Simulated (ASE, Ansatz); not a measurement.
# Convergence of a linear-scaling basis for twisted silicene bilayer, 13.17° (76 atoms), part 2 of 2

Aim: test how closely localised support functions follow the reference on twisted silicene bilayer, 13.17° (76 atoms), and at what cost. A setting counts as converged where the r.m.s. difference of forces stays under 1 % of the r.m.s. force.

Ansatz 0.2.0; Kohn-Sham DFT, PBE+D3(BJ), PAW (set soft_2), plane waves.

The cell: 76 Si. Beside vacuum, support functions can miss their usual error bounds without a warning. Sampling is at Γ alone, for a cell whose shortest periodic width is 15 Å.

So far. Step 2 (Plane-wave single point): Löwdin charges run from +0.02 to +0.09 e, about a mean that is the spilled charge alone.

## (3) Local order (continued)

A closer look about Si59, which bears the longest force: 11 atoms, nearest first, numbered in the order of the input, with positions taken from that point.

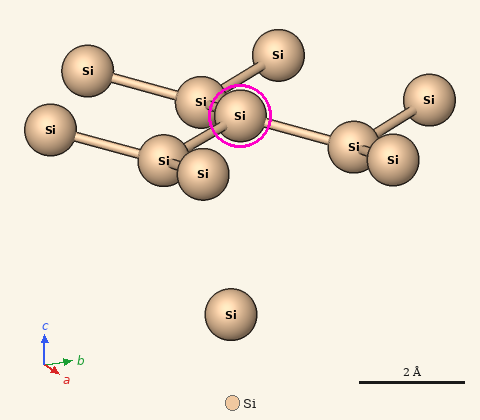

The atoms of the table, within 3.9 Å (arrows a, b, c point along x, y, z); some may hide others; the central atom is ringed.

```
atom      x      y      z  distance (Å)  bonds  Löwdin charge (e)      Fx      Fy  Fz (eV/Å)
Si59   0.00   0.00   0.00          0.00      3               0.05  -0.407   0.458      0.235
Si60   0.84  -2.03  -0.42          2.24      3               0.03   0.429  -0.359     -0.180
Si62   1.32   1.79  -0.43          2.27      3               0.05  -0.138   0.000     -0.100
Si54  -2.24   0.27  -0.43          2.30      3               0.05   0.131   0.105     -0.238
Si25   0.87  -0.50  -3.68          3.82      3               0.04   0.118  -0.266      0.161
Si61   0.42   3.82   0.02          3.84      3               0.04   0.019   0.155      0.249
Si65   3.09  -2.29   0.01          3.85      3               0.07  -0.248   0.173      0.103
Si67   3.53   1.54   0.00          3.85      3               0.04  -0.076   0.000      0.319
Si57  -0.45  -3.83   0.01          3.85      3               0.07  -0.092   0.056      0.163
Si51  -3.56  -1.53   0.00          3.87      3               0.05  -0.120   0.246      0.210
Si53  -3.12   2.32   0.02          3.89      3               0.05  -0.013  -0.087      0.176
```

The column of bonds counts only the pairs Si-Si within 2.68 Å; other neighbours, such as metal atoms beside each other in a compound, aren't counted, and periodic images can show an atom twice.

## (4) Support functions medium

With localised support functions most steps grow linearly with size, though the diagonalisation grows faster unless the density matrix is cut; this run measures error and cost at this size. The level medium gives here a grid of 72×72×90 points and a radius of 4.55 Å.

This step: Kohn-Sham DFT, PBE+D3(BJ), PAW (set soft_2), localised support functions (medium) (Ansatz 0.2.0).

File input.yaml:

```yaml
crystal:
  lattice:
    - [16.8253, 0.0, 0.0]
    - [-8.41265, 14.57114, 0.0]
    - [0.0, 0.0, 20.14]
  atoms:
    [... the 76 atom lines of step 2 ...]
kpoints:
  mp_grid: { grid: [1, 1, 1] }
hamiltonian:
  xc: pbe
  dispersion: d3bj
scf:
  occupations: { method: fermi_dirac, width: 0.025 }
  eigensolver: { kind: { support_functions: { accuracy: medium } } }
  mixing: { beta: 0.4 }
  max_iter: 150
output:
  forces: true
  eigenvalues: true
```

The run is started by

```
$ ansatz run input.yaml --threads 32 --pin off --max-ram 92160MiB --backend cuda --events-out ev --progress --plain --runs-dir out --max-vram 78GiB
```

Numbers of over 12 decimals in the logs are rounded to 6 here.

Output:

```text
Warning: scf.eigensolver.kind.support_functions: disabling space-group detection — the functions' gradient is summed over unrotated k-points, so no spatial operation reduces the k-mesh or symmetrises the density; time reversal is kept, so that k and −k are solved as one point where they differ and the mesh holds both, and exact exchange and, on two spinor components, a DFT+U term hold to it where the run has them: [...]
settings of this run that can trade accuracy for cost: scf.eigensolver.kind.support_functions [...]
[...]
GPU FFT provider: cuFFT
GPU libraries: cuBLAS 13.8.1, cuFFT 12.4.0, cuSOLVER 12.3.2
[...]
Crystal: 76 atoms, lattice volume = 4937.599 Å³
Basis set: ecut = 420 eV, 96559 PW (Γ), exchange–correlation on 240×240×270 points (8 copies of the dense FFT grid, shifted against one another)
Bands: 183, of which v1, the nominal top of the filled ones, is band 152 counted from 1 (151 counted from 0)
Symmetry: 1 space group operations
k-points: 1
[...]
GPU buffer pool allocated for 1944000 grid points (all kernels)
Eigensolver: Support functions (medium, 72×72×90 points, laid for a spacing of at most 0.257060 Å, radius 4.549192 Å, 150 sites without an atom, 0 species' potentials softened for the grid, 1 wholly corrected for its errors in the mean over positions, 1 with the egg-box correction, energy correction by exact trace)
[...]
SCF iter   1: F=—  HF=-48279.137704 eV  |F-HF|=—  |Δ(HF+E_count)|=         —  Δρ=1.95e-2  dr2=1.93e1  ethr=1.00e-1
[...]
SCF iter  13: F=-48293.614410 eV  HF=-48293.614409 eV  |F-HF|=1.27e-7  |Δ(HF+E_count)|=   8.98e-7  Δρ=1.64e-6  dr2=1.86e-7  ethr=8.51e-10
SCF 1 converged in 13 iterations: F = -48293.619120 eV  dr2 = 1.86e-7
[...]
SCF converged after 13 iterations
Stability not checked: this state was not tested for a lower state beside it, because the mixer in use, unlike msr1, does not test its closes by its own steps (another_mixer; see scf.mixing.algorithm and scf.lower_state_search)
Free energy (F): -48293.619120 eV
[...]
Internal energy: -48293.618744 eV  (E = F + TS)
E sigma→0 (E₀):  -48293.618932 eV
Entropy (-TS):   -0.000375 eV (-0.005 meV/atom)
Fermi energy:    -1.254573 eV
[...]
--- Forces (eV/Å), atoms counted from 1 ---
[... 76 lines of forces left out ...]
  max |Σ_I F_I| component: 2.27e-4 eV/Å
--- Band table (eV) ---
[... left out ...]
```

The job ended after 2.8 s (1 × NVIDIA GB200 with 32 threads of Arm Neoverse V2, shared host; peak memory 1.4 GiB; 8.8 s of CPU time).

That memory is the host's; the program planned up to 4.6 GiB on the GPU.

The program notes that the band table was not solved further than the SCF left it and it switched symmetry off.

Keys that differ from the reference: support_functions.accuracy = "medium", scf.max_iter = 150 and scf.mixing.beta = 0.4.

Forces differ from the reference by 0.11 meV/Å r.m.s., 0.055 % of their size, well within a tolerance of 1 %; the energy by -0.26 meV/atom. The two runs also began from different starting densities, which bears on cycles and time.

## (5) All settings compared

Differences are against the plane-wave reference (Kohn-Sham DFT, PBE+D3(BJ), PAW (set soft_2), plane waves), whose r.m.s. force component is 0.200 eV/Å. Energies are set beside the reference only for runs with its functional, potentials and electron count. Times are for 1 × NVIDIA GB200 with 32 threads of Arm Neoverse V2, shared host. The reference's time includes the DOS, which some other runs skip.

```
                     run  Δ force, r.m.s. (meV/Å)  share of r.m.s. force (%)  Δ energy (meV/atom)  cycles   time  host memory (GiB)  planned on the GPU (GiB)
               reference                        -                          -                    -      12  2.6 s                1.3                       6.9
support functions medium                     0.11                     0.0549               -0.262      13  2.8 s                1.4                       4.6
```

## (6) Summary of results

```
free energy per atom        : -635.4421 eV/atom
r.m.s. force component      : 0.1997 eV/Å
wall time of the 2 DFT runs : 5.3 s
```

What this shows: Against plane waves at 420 eV, the forces differ by 0.11 meV/Å (0.055 %) with support functions medium. Differences between support functions and plane waves include what basis error the plane-wave run still has.

No gap is quoted: the bands of a honeycomb sheet meet or nearly meet at one point of the zone, so the spacing of levels depends on whether the mesh holds it and on how the neighbours disturb the sheet. By these cutoffs all Si atoms have 3 bonded neighbours.

Caveats: The geometry was built by rule, was displaced at random and isn't relaxed at this level: its force components are 0.20 eV/Å r.m.s.

[Logs are printed without paths, hosts, clocks, repeated set-up lines and the standing remarks that a program may print on its own settings, such as how far it seeks lower states.]

[Hosts, paths, dates, database ids (printed as entryN), source tags and the programs' standing remarks are cut or masked in the printed files.]
